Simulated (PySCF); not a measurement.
```xyz
18

C    -3.2762   -0.5236    0.8036
C    -1.9752    0.0409    0.5148
C    -0.9078    0.5278    0.2688
C     0.4097    1.0723    0.0204
Si    1.0770    0.4154   -1.6601
C     1.9183   -1.0087   -0.7693
C     1.9594   -0.7940    0.5408
C     1.4155    0.5109    1.0390
F     0.8592    0.3636    2.2971
H    -3.5864   -1.1914   -0.0005
H    -3.2323   -1.0880    1.7349
H    -4.0143    0.2715    0.9085
H     0.3584    2.1603    0.1010
H     0.0200    0.0427   -2.5956
H     2.0276    1.3617   -2.2561
H     2.3255   -1.9048   -1.2079
H     2.3684   -1.4729    1.2748
H     2.2446    1.2224    1.1800
```

Geometry: GFN2-xTB.

All numbers below come from PBE0/pcSseg-1, SCF density, gas phase, non-relativistic in PySCF 2.14.0.

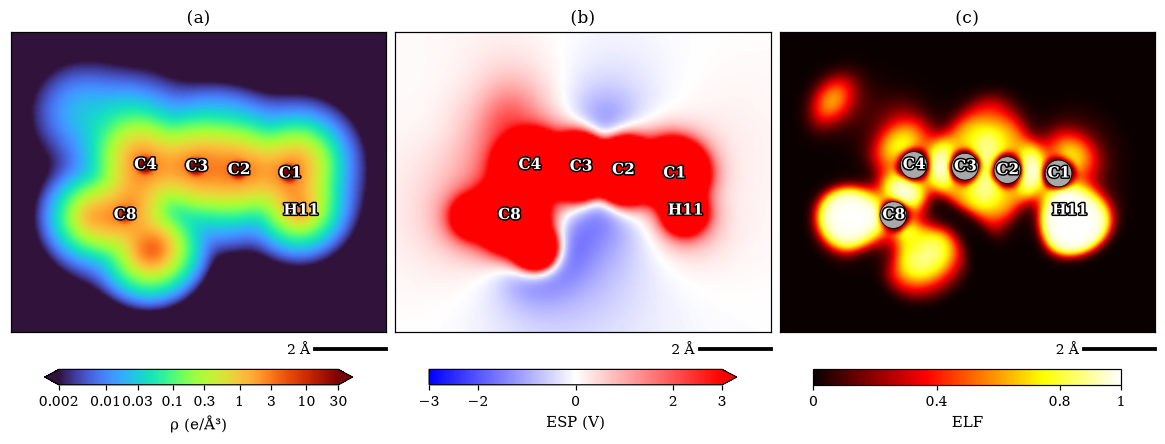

C7H9FSi. (a) electron density; (b) molecular electrostatic potential; (c) electron localisation function on the plane of atoms C2, C1 and H11. Grey discs cover the atomic cores in the ELF map.

What does the map show?

Answer. Atoms in the plane: C and H.
C–C (1.20 Å): ρ at the midpoint is about 2.7 e/Å³; the ELF peaks at about 0.80 between the atoms: a multiple bond.
C–H (1.09 Å): the density is about 2 e/Å³ at the midpoint; the ELF climbs to about 1 towards the hydrogen, as it does in any bond to H (an ordinary covalent bond to hydrogen).
The ELF also peaks beside F9, away from the bonds: lone-pair regions.
Outside the dense part of the molecule the potential is most negative (−1.6 V) near F9, which lies off the plane.
